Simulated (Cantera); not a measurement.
Charge: 1 mol Pb, 0.12 mol CO, 84 mol N2, at 1500 Torr.

Method: chemical equilibrium by Gibbs-energy minimisation in Cantera with the NASA 1993 tables (ideal gas, pure condensed phases). Candidate condensed phases: C, Pb, PbO, PbO2, Pb3O4; 27 gas species. The numbers say what is thermodynamically allowed, not how fast it happens.

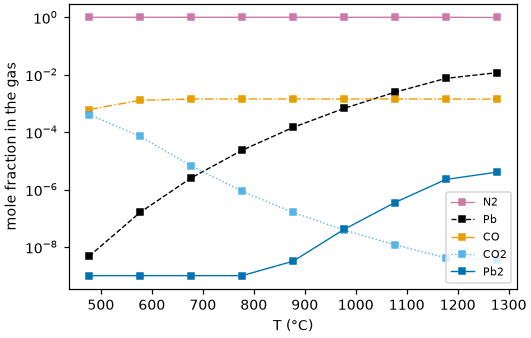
Fig. 1. Equilibrium gas composition (values under 1e-9 drawn at 1e-9)

From 477 °C to 877 °C the condensed part is C(graphite) + Pb(l). From 977 °C to 1177 °C the condensed part is Pb(l). At 1277 °C nothing is condensed.
